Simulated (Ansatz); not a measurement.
# SiH+ (triplet): trial inputs and their diagnosis at distance Si1–H2 = 1.418 Å

3 inputs are run for SiH+ (triplet) as typed; the log has to tell whether the result can be used and what must change.

Program: Ansatz 0.2.0, Gaussian basis. Level of theory: the settings change from run to run. These are calculated values, not measurements.

17 further runs of the same task are left out: 2 for a known fault of the program, 12 that didn't finish, 3 set aside as unsound or not needed.

### 1 What is computed

The geometry derives from a PBE0/def2-TZVP stationary point (not a proven minimum). One bond is set to the value named and the two fragments are kept rigid.

2 atoms, charge 1, spin multiplicity 3.

Atoms are counted from 1 here; the program's logs count them from 0.

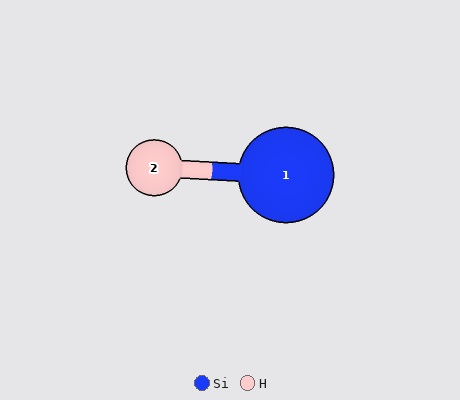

The geometry (silicon blue, hydrogen pink); atoms are numbered from 1 in the order of the file.

### 2 Try 1

Input file in.yaml:

```yaml
crystal:
  periodic: [false, false, false]
  atoms:
    - {symbol: Si, position_ang: [0.000000, 0.000000, 0.000000]}
    - {symbol: H, position_ang: [0.000000, 0.000000, 1.418000]}
basis:
  gaussian: {orbitals: aug-cc-pVDZ}
total_charge: 1
magnetization: {spin_polarized: false, initial_magnetization: 2}
correlation: {method: qcisd_t, electrons: valence}
```

The run is started by

```console
ansatz run in.yaml --threads 1 --pin off --events-out ev --progress --plain --max-ram 2393MiB
```

The log of the run:

```text
Error: YAML parse error: error: line 10 column 23: unknown variant `qcisd_t`, expected one of mp2, rpa, ccsd, ccsd_t, bccd, bccd_t, ccsdt, ccsdt_q, ccsdt_q_b, ccsdtq, fci, sc_nevpt2, fic_nevpt4_sd, fic_mrcisd_q, fic_mrcisd_q_relaxed
  --> <input>:10:23
   |
 8 | total_charge: 1
 9 | magnetization: {spin_polarized: false, initial_magnetization: 2}
10 | correlation: {method: qcisd_t, electrons: valence}
   |                       ^ unknown variant `qcisd_t`, expected one of mp2, rpa, ccsd, ccsd_t, bccd, bccd_t, ccsdt, ccsdt_q, ccsdt_q_b, ccsdtq, fci, sc_nevpt2, fic_nevpt4_sd, fic_mrcisd_q, fic_mrcisd_q_relaxed
```

Run time: 0.03 s. Hardware: 1 thread of Intel Xeon Platinum 8259CL at 2.50GHz, shared host.

What is wrong: The run was refused. The method's name isn't one that the program knows. To mend it, name one from the list in the message.

### 3 Try 2

Input file in.yaml:

```yaml
crystal:
  periodic: [false, false, false]
  atoms:
    - {symbol: Si, position_ang: [0.000000, 0.000000, 0.000000]}
    - {symbol: H, position_ang: [0.000000, 0.000000, 2.679595]}
basis:
  gaussian: {orbitals: 6-31G}
total_charge: 1
magnetization: {spin_polarized: false, initial_magnetization: 2}
correlation: {active_space: {window: {electrons: 4, orbitals: 3}, fixed_orbitals: true}}
output: {forces: true}
```

Launched as before.

The log of the run, cut to the lines that bear on the results:

```text
Functional definition: HF
  name "HF"
  cite "Fock, Z. Phys. 61, 126 (1930) doi:10.1007/BF01340294"
  parent pbe
[...]
172 factors; integrals over basis functions are off by at most 1.8e-4 eV
[...]
mean field -7865.38740883 eV, -289.0476559236 hartree, gradient 2.8e-6 eV, S^2 2.000000; 9 other end points of the search recorded, 0 dependent functions left out
reference -7865.38740883 eV, -289.0476559236 hartree; 8, 6 occupied and 7, 9 virtual orbitals, 172 factors
state -7865.38740883 eV, -289.0476559236 hartree
[...]
Total energy: -7865.38740883 eV, -289.0476559236 hartree
Atom 0 at     0.000000     0.000000     0.000000 Å, force     0.000000    -0.000000     0.017453 eV/Å
Atom 1 at     0.000000     0.000000     2.679595 Å, force     0.000000     0.000000    -0.017453 eV/Å
Dipole moment:    -0.000000    -0.000000    -0.054378 e Å
```

Wall time 0.24 s (1 thread of Intel Xeon Platinum 8259CL at 2.50GHz, shared host).

**Diagnosis.** The run converged, which proves nothing about the input. The coordinates are scaled by the bohr-ångström factor. The shortest distance is 2.68 Å, against 1.42 Å in the geometry of step 1. Its energy belongs to another geometry. Fix: restore the coordinates in ångström.

### 4 Try 3

Input file in.yaml:

```yaml
crystal:
  periodic: [false, false, false]
  atoms:
    - {symbol: Si, position_ang: [0.000000, 0.000000, 0.000000]}
    - {symbol: H, position_ang: [0.000000, 0.000000, 1.418000]}
basis:
  gaussian: {orbitals: STO-3G}
total_charge: 1
magnetization: {spin_polarized: false, initial_magnetization: 2}
correlation: {method: sc_nevpt2, electrons: all, active_space: {window: {electrons: 4, orbitals: 4}, states: [{multiplicity: 3, irrep: 12, weights: [1]}]}}
accuracy: high
```

The command is unchanged.

The log of the run:

```text
Functional definition: HF
  name "HF"
  cite "Fock, Z. Phys. 61, 126 (1930) doi:10.1007/BF01340294"
  parent pbe
  exchange = exact_x
  correlation = 0
144 factors; integrals over basis functions are off by at most 3.2e-9 eV
mean field evaluation 1: about -7777.7367 eV, gradient 2.4e0 eV
mean field evaluation 2: about -7777.7389 eV, gradient 2.4e0 eV
mean field evaluation 4: about -7777.9577 eV, gradient 3.1e-1 eV
mean field evaluation 8: about -7777.9602 eV, gradient 1.2e-4 eV
mean field evaluation 16: about -7777.9602 eV, gradient 2.7e-8 eV
mean field -7777.96021070 eV, -285.8347656525 hartree, gradient 8.6e-8 eV, S^2 2.000000; 2 other end points of the search recorded, 0 dependent functions left out
reference -7777.96021070 eV, -285.8347656525 hartree; 8, 6 occupied and 2, 4 virtual orbitals, 144 factors
Error: the irrep 12 is not accepted for these orbitals, which take A1, B1, B2, A2, or 1 to 4
```

It took 0.09 s on 1 thread of Intel Xeon Platinum 8259CL at 2.50GHz, shared host.

Diagnosis: The run stopped with an error. The symmetry label isn't in the molecule's group. To mend it, name an irrep that the log lists.

### 5 How the runs ended

| try | level | ended | cause | time |
| --- | --- | --- | --- | --- |
| 1 | 'qcisd_t'/aug-cc-pVDZ | refused | the method's name isn't one that the program knows | 0.03 s |
| 2 | CASCI(4,3)/6-31G | converged | the coordinates are scaled by the bohr-ångström factor | 0.24 s |
| 3 | NEVPT2(4,4)/STO-3G | stopped by an error | the symmetry label isn't in the molecule's group | 0.09 s |

1 refused, 1 converged, 1 stopped by an error. The input that converges on a wrong geometry or spin is the dangerous one: no error points at it, so geometry and ⟨S²⟩ have to be checked.
